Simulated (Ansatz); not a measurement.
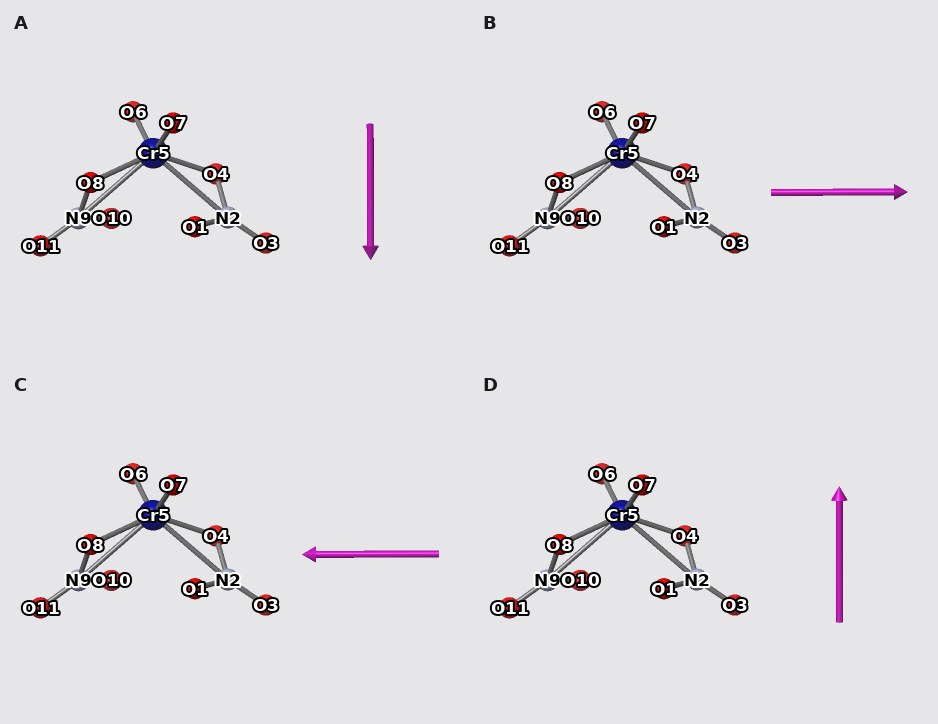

The same molecule four times, each with an arrow. The species is neutral and a spin singlet. The computed structure is the end point of a PBE0-D4/def2-TZVP optimisation. Properties computed with RKS PBE-D4/def2-TZVPP (Ansatz 0.2.0).

> Which arrow points along the dipole moment, from the negative to the positive end?

D. The dipole moment is 0.30 D; it points from the side of O3, O11 to the side of O6, O7 (the outermost atoms at the two ends).
